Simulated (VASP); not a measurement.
Band structure of Tm (hcp). Calculation: PBE GGA, VASP's PBE PAW potentials (set 64) (plane waves; VASP).

The 4f electrons are frozen in the core of the lanthanide potential, so 4f levels, which can set the real gap, and their magnetism are missing.

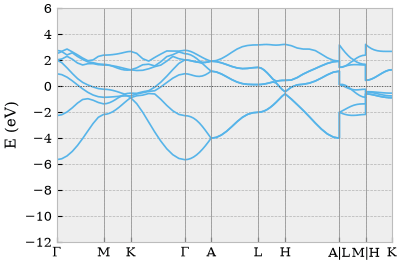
Figure. Bands along high-symmetry lines, zero at the valence-band maximum or, without a gap, the Fermi level

### Question
Read the plot: is there a gap, and where are the band edges?

### Answer
It has no gap at this level: it comes out as a metal or semimetal. (Edges off the drawn lines would not show.)

The compound is Tm in the hcp structure. It was relaxed first.
